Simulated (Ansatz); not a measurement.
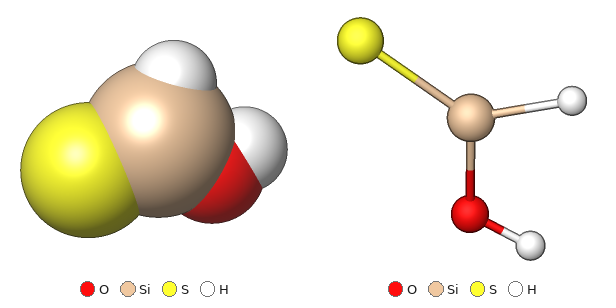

Two views of one molecule.

The computed structure is the end point of a PBE0-D4/def2-TZVP optimisation. No frequency run is at hand to confirm it as a minimum.

> What is the molecular formula?

H₂OSSi, 5 atoms: 2 hydrogen, 1 oxygen, 1 sulfur and 1 silicon.

> Count the bonded pairs by element.

1 O–Si, 1 S–Si, 1 O–H, 1 Si–H. Sticks follow a distance rule.

> How many sets of symmetry-equivalent atoms are there?

5: 1 O, 1 Si, 1 S, 1 H, 1 H.

> What is the point group of this geometry?

Cs.

More results for the same structure follow; atom numbers are the same in all pictures, views and colours differ.

**Geometry**

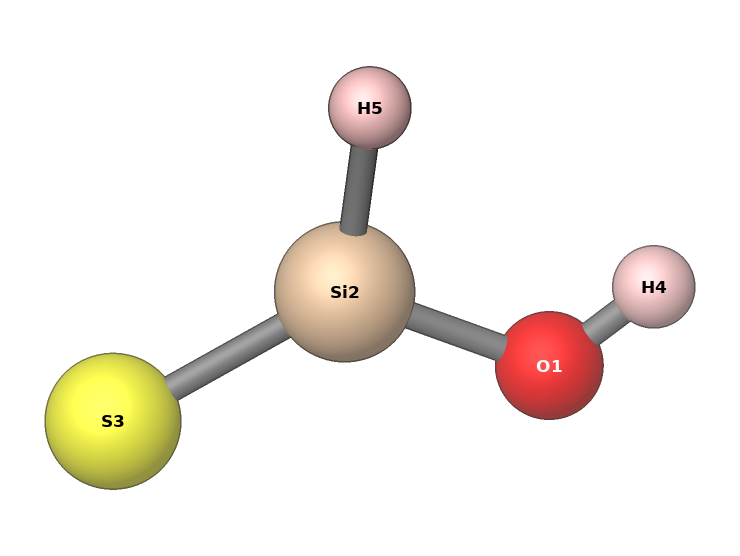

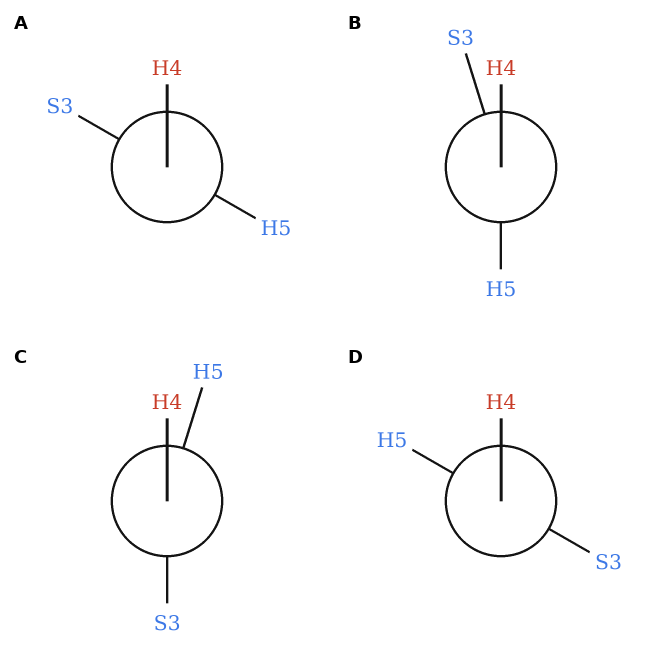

Atoms fade into the background with distance from the viewer. Bonds that would overlap in a projection are set slightly apart. No frequency run is at hand to confirm it as a minimum.

> Which Newman projection shows the view along O1–Si2, with O1 in front?

C. The torsion angle H4–O1–Si2–S3 is 180°, antiperiplanar (anti).

**Electronic properties**

No frequency run is at hand to confirm it as a minimum. Level of theory: RKS PBE0-D4/def2-TZVPP (Ansatz 0.2.0).

Predict the main results.

- HOMO energy (Kohn–Sham orbital): −7.27 eV
- LUMO energy (Kohn–Sham orbital): −1.60 eV
- HOMO–LUMO gap: 5.67 eV

**Charges**

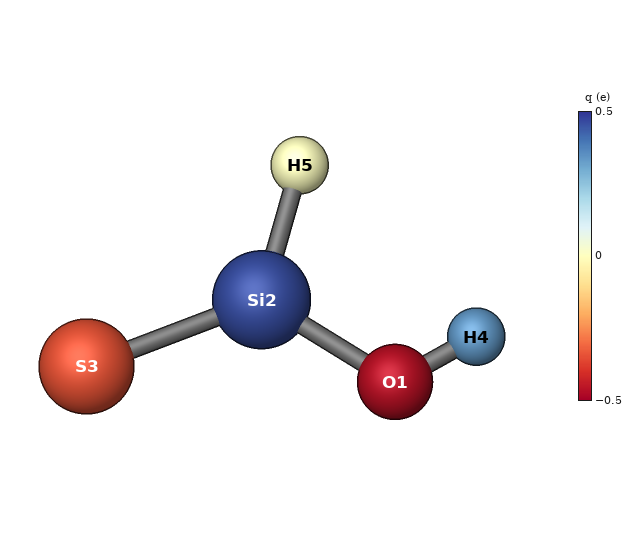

Atoms are coloured by their Mulliken charges. No frequency run is at hand to confirm it as a minimum. Properties computed with RKS PBE0-D4/def2-TZVP (Ansatz 0.2.0).

List the Mulliken charges.

| atom | value (e) |
| --- | --- |
| O1 | −0.46 |
| Si2 | 0.46 |
| S3 | −0.34 |
| H4 | 0.33 |
| H5 | 0.00 |

**Dipole moment**

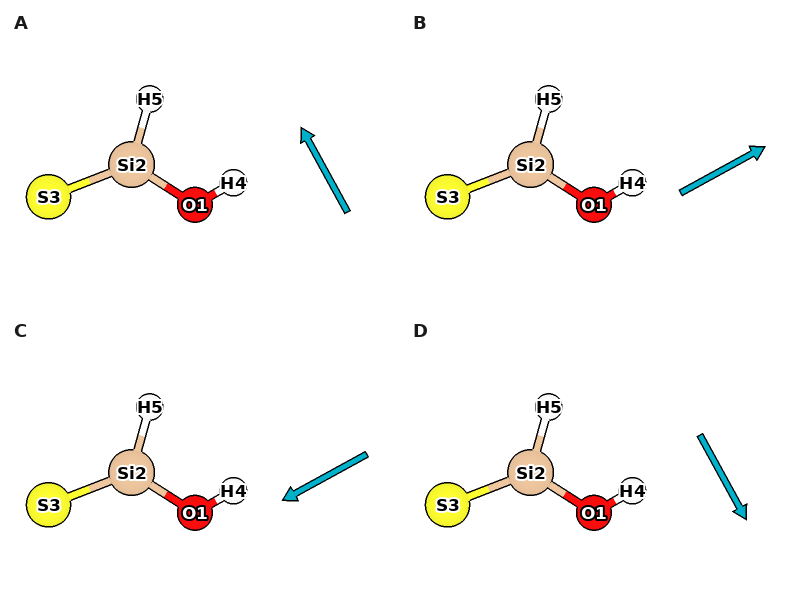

The same molecule four times, each with an arrow. No frequency run is at hand to confirm it as a minimum. Method: RKS PBE0-D4/def2-TZVP (Ansatz 0.2.0).

> Which arrow points along the dipole moment, from the negative to the positive end?

B. The dipole moment is 4.24 D; it points from the side of S3 to the side of H4 (the outermost atoms at the two ends).

Mulliken values depend strongly on the basis set and can even reverse the polarity of a bond.
